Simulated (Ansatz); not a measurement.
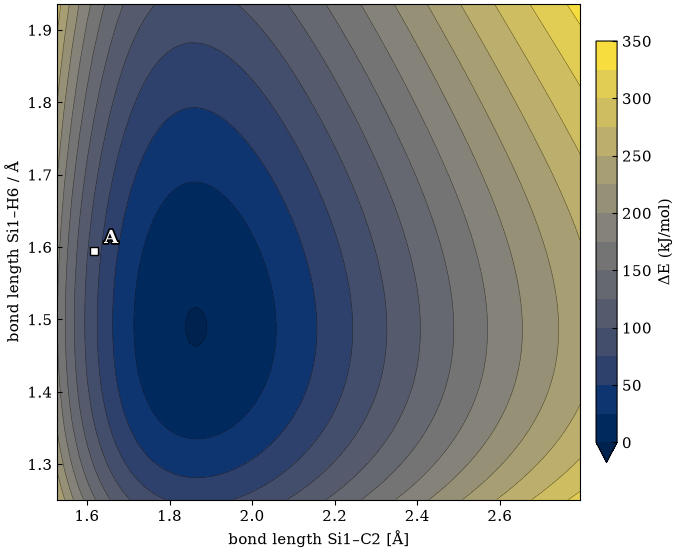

CH₆BNSi, SMILES [SiH3]C1BN1. First axis: bond length Si1–C2. Second axis: bond length Si1–H6. Nothing is relaxed (all other coordinates rigid). The grid has 15 × 15 points. All energies are given in kJ/mol relative to the lowest grid point. The reference is spin-restricted, which grows unreliable where a bond is stretched far. Level of theory: RKS PBE0-D4/def2-TZVP (Ansatz 0.2.0).

The picture shows filled contours, the point A. Between grid points the surface is interpolated.

Q: Is A at rest? If not, where is it pushed?

A: A, at bond length Si1–C2 = 1.618 Å, bond length Si1–H6 = 1.594 Å, is not a stationary point. The computed force is 790 kJ/mol for each Å towards larger values of bond length Si1–C2 and 132 kJ/mol for each Å towards smaller values of bond length Si1–H6.
